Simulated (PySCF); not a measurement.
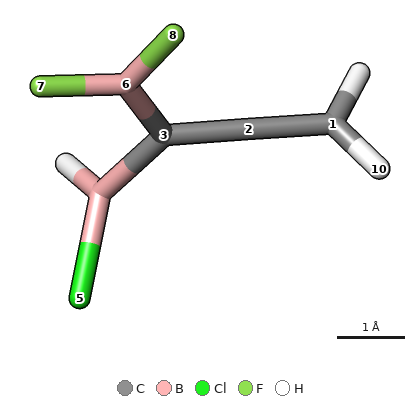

**Figure 1.** The starting structure (stick view, seen at a tilt; atoms are numbered from 1 in the order of the input).

## Run report: C3H3B2ClF2, saddle-point search

System: C3H3B2ClF2, SMILES C=C=C(BCl)B(F)F.
Method: PBE0-D3(BJ)/def2-SVP saddle search from the GFN2-xTB point and Hessian, gas phase (PySCF 2.14.0).

**The input**
```
{"job": {"xc": "PBE0", "basis": "def2-SVP", "kind": "refine"}, "charge": 0, "multiplicity": 1}
C      2.237303     0.068442    -0.135501
C      0.949454     0.027831    -0.087105
C     -0.360343    -0.026180    -0.032651
B     -1.151782    -1.389424    -0.009405
Cl    -1.571480    -2.080594     1.465466
B     -1.159527     1.301388     0.024245
F     -2.480594     1.336460     0.069945
F     -0.592300     2.493349     0.023859
H      2.767767     0.103519    -1.072212
H      2.837320     0.083737     0.758932
H     -1.475818    -1.918528    -1.005573
```

The first line tells a small driver script what to run in PySCF; the rest is the geometry in Å.

Hardware: 1 CPU thread, shared host.

Launched with:
```bash
OMP_NUM_THREADS=1 python <driver script> task.json out
```

**Log**
```
step      E/eV     max force
  0    -22445.51095   1.7495
  1    -22445.60766   0.6001
  2    -22445.61681   0.0573
  3    -22445.61700   0.0223
  4    -22445.61705   0.0172
  5    -22445.61703   0.0195
  6    -22445.61708   0.0051
```

**Trajectory as extended XYZ (Å, eV, eV/Å), 7 frames, from step=0 to step=6**
```
11
Properties=species:S:1:pos:R:3:forces:R:3 step=0 energy=-22445.51095
C     2.2373    0.0684   -0.1355    0.5380   0.0230  -0.0270
C     0.9495    0.0278   -0.0871   -0.8330  -0.0500   0.0280
C    -0.3603   -0.0262   -0.0327   -0.5730  -0.1100   0.0290
B    -1.1518   -1.3894   -0.0094    0.8470   1.3190  -0.7770
Cl   -1.5715   -2.0806    1.4655   -0.4640  -0.7610   1.4740
B    -1.1595    1.3014    0.0242   -0.0030   0.4790  -0.0270
F    -2.4806    1.3365    0.0699   -0.1510  -0.4330   0.0060
F    -0.5923    2.4933    0.0239    0.3310  -0.0550  -0.0050
H     2.7678    0.1035   -1.0722    0.2580   0.0240  -0.6230
H     2.8373    0.0837    0.7589    0.3000  -0.0050   0.6000
H    -1.4758   -1.9185   -1.0056   -0.2510  -0.4300  -0.6780
11
Properties=species:S:1:pos:R:3:forces:R:3 step=1 energy=-22445.60766
C     2.2346    0.0742   -0.1306    0.0620  -0.0160   0.0000
C     0.9324    0.0302   -0.0805   -0.0780  -0.0070  -0.0060
C    -0.3844   -0.0114   -0.0315    0.1750   0.1870   0.0260
B    -1.1450   -1.3654   -0.0222   -0.2210  -0.3910   0.3980
Cl   -1.5336   -2.1525    1.5152    0.1260   0.2480  -0.4510
B    -1.1557    1.3361    0.0125   -0.0190  -0.1530   0.0010
F    -2.4800    1.3219    0.0355    0.0730   0.1260   0.0000
F    -0.5441    2.5033    0.0261   -0.1020  -0.0240   0.0010
H     2.7610    0.1134   -1.0908   -0.0160  -0.0050   0.0340
H     2.8323    0.0795    0.7878   -0.0190   0.0050  -0.0330
H    -1.5176   -1.9295   -1.0215    0.0180   0.0300   0.0310
11
Properties=species:S:1:pos:R:3:forces:R:3 step=2 energy=-22445.61681
C     2.2370    0.0680   -0.1340    0.0070   0.0010  -0.0070
C     0.9340    0.0340   -0.0795    0.0040  -0.0030   0.0030
C    -0.3811   -0.0060   -0.0245   -0.0170  -0.0440   0.0030
B    -1.1422   -1.3710   -0.0144   -0.0140   0.0080   0.0320
Cl   -1.5378   -2.1377    1.5058    0.0160   0.0250  -0.0490
B    -1.1616    1.3331    0.0162   -0.0100   0.0100  -0.0010
F    -2.4852    1.3288    0.0230    0.0210   0.0060   0.0040
F    -0.5595    2.5052    0.0414   -0.0180  -0.0040   0.0020
H     2.7590    0.1038   -1.0958    0.0000  -0.0050   0.0120
H     2.8372    0.0739    0.7815    0.0000  -0.0020  -0.0090
H    -1.4998   -1.9320   -1.0198    0.0110   0.0080   0.0100
11
Properties=species:S:1:pos:R:3:forces:R:3 step=3 energy=-22445.61700
C     2.2374    0.0617   -0.1330   -0.0050   0.0030   0.0030
C     0.9341    0.0369   -0.0772    0.0030  -0.0070  -0.0040
C    -0.3813   -0.0007   -0.0234    0.0060   0.0210   0.0020
B    -1.1399   -1.3652   -0.0137    0.0070  -0.0080  -0.0060
Cl   -1.5235   -2.1388    1.5031   -0.0040  -0.0020   0.0020
B    -1.1663    1.3365    0.0149   -0.0160  -0.0150   0.0040
F    -2.4898    1.3249    0.0215    0.0030  -0.0010   0.0010
F    -0.5732    2.5124    0.0409    0.0130   0.0090   0.0000
H     2.7597    0.0899   -1.0945    0.0000   0.0000  -0.0020
H     2.8389    0.0666    0.7815    0.0000  -0.0020   0.0010
H    -1.4959   -1.9240   -1.0201   -0.0060   0.0020  -0.0010
11
Properties=species:S:1:pos:R:3:forces:R:3 step=4 energy=-22445.61705
C     2.2385    0.0612   -0.1320    0.0010  -0.0010  -0.0020
C     0.9352    0.0378   -0.0777    0.0000   0.0020   0.0040
C    -0.3801    0.0011   -0.0236   -0.0020  -0.0170  -0.0020
B    -1.1383   -1.3643   -0.0147   -0.0080   0.0070   0.0070
Cl   -1.5219   -2.1388    1.5022    0.0040   0.0010  -0.0090
B    -1.1681    1.3360    0.0150    0.0070   0.0050  -0.0020
F    -2.4913    1.3217    0.0280   -0.0030   0.0010   0.0020
F    -0.5763    2.5131    0.0337    0.0010   0.0020   0.0020
H     2.7619    0.0879   -1.0930    0.0000   0.0020   0.0010
H     2.8391    0.0644    0.7832   -0.0020   0.0000  -0.0010
H    -1.4989   -1.9201   -1.0212    0.0010  -0.0010   0.0000
11
Properties=species:S:1:pos:R:3:forces:R:3 step=5 energy=-22445.61703
C     2.2391    0.0605   -0.1294   -0.0020   0.0040   0.0040
C     0.9357    0.0380   -0.0764    0.0000  -0.0090  -0.0060
C    -0.3797    0.0009   -0.0245   -0.0040   0.0190   0.0020
B    -1.1400   -1.3628   -0.0164    0.0040  -0.0160   0.0060
Cl   -1.5194   -2.1426    1.4989    0.0010   0.0050  -0.0090
B    -1.1676    1.3364    0.0140   -0.0070  -0.0110   0.0050
F    -2.4907    1.3203    0.0462    0.0040   0.0020  -0.0030
F    -0.5780    2.5146    0.0147    0.0090   0.0020   0.0000
H     2.7635    0.0881   -1.0898   -0.0010  -0.0010   0.0010
H     2.8384    0.0636    0.7866    0.0000   0.0000  -0.0010
H    -1.5012   -1.9169   -1.0238   -0.0060   0.0040   0.0020
11
Properties=species:S:1:pos:R:3:forces:R:3 step=6 energy=-22445.61708
C     2.2381    0.0626   -0.1313    0.0010  -0.0010  -0.0010
C     0.9349    0.0365   -0.0776   -0.0030   0.0010   0.0010
C    -0.3805   -0.0009   -0.0239    0.0010  -0.0010  -0.0010
B    -1.1400   -1.3653   -0.0152   -0.0020  -0.0010   0.0020
Cl   -1.5245   -2.1403    1.5009    0.0010   0.0000  -0.0030
B    -1.1664    1.3355    0.0150    0.0040  -0.0020   0.0000
F    -2.4895    1.3232    0.0356   -0.0040   0.0010   0.0000
F    -0.5729    2.5118    0.0265    0.0040   0.0030   0.0010
H     2.7619    0.0910   -1.0921    0.0000   0.0000   0.0000
H     2.8382    0.0670    0.7842    0.0000  -0.0010   0.0000
H    -1.4993   -1.9213   -1.0221   -0.0010   0.0010   0.0000
```

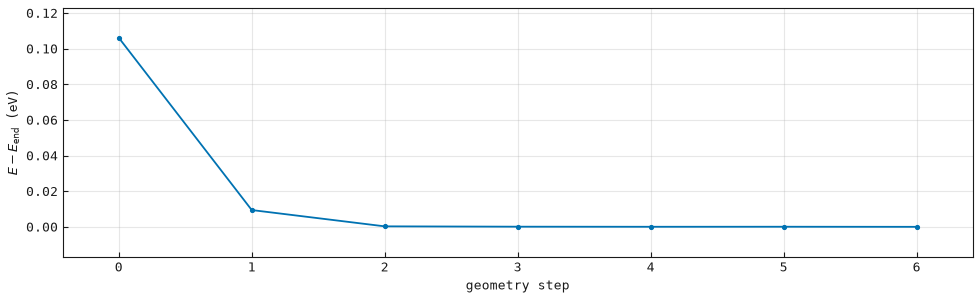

**Figure 2.** Progress of the saddle-point search, step by step (steps are counted from 0).

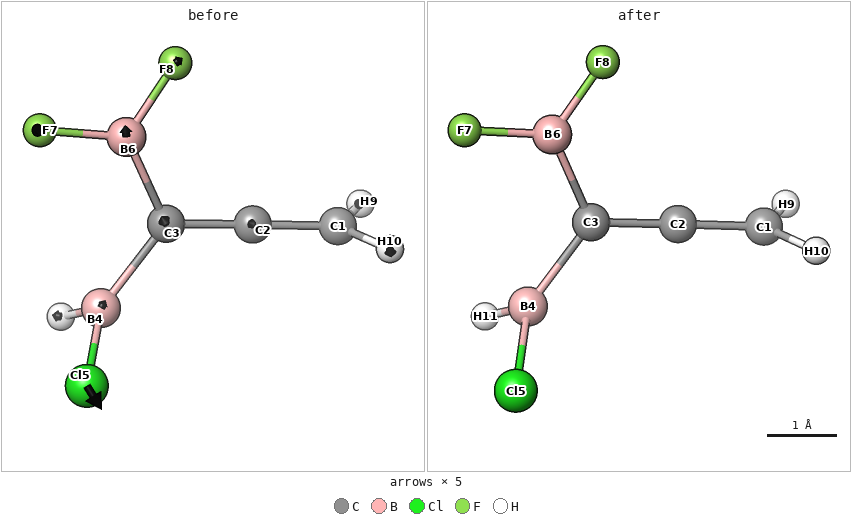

**Figure 3.** Before (left) and after (right) the saddle-point search, at one scale (ball-and-stick view, seen at a tilt). The black arrows give the displacements, magnified 5 times. The atom that moves furthest after the best rigid fit is Cl5 (0.084 Å). By element the largest moves are Cl 0.084 Å, F 0.038 Å, B 0.036 Å, C 0.034 Å, H 0.030 Å. Among the contacts that change: B4–Cl5 1.682 → 1.746 Å, B4–H11 1.174 → 1.205 Å, C1–H10 1.077 → 1.095 Å, C1–C2 1.289 → 1.305 Å. Among the angles that change: F7–B6–F8 113.9° → 117.3°, C3–B6–F7 122.6° → 119.9°, Cl5–B4–H11 119.4° → 117.1°. After 6 geometry steps the energy has fallen by 0.106 eV. The largest force component goes from 1.5 to 0.004 eV/Å. (Atoms are counted from 1 in the order of the input.)

**Key numbers**

| quantity | value |
| --- | --- |
| outcome | converged |
| total energy | −824.861220 hartree |
| wall time | 65 s |
| peak memory | 0.62 GiB |
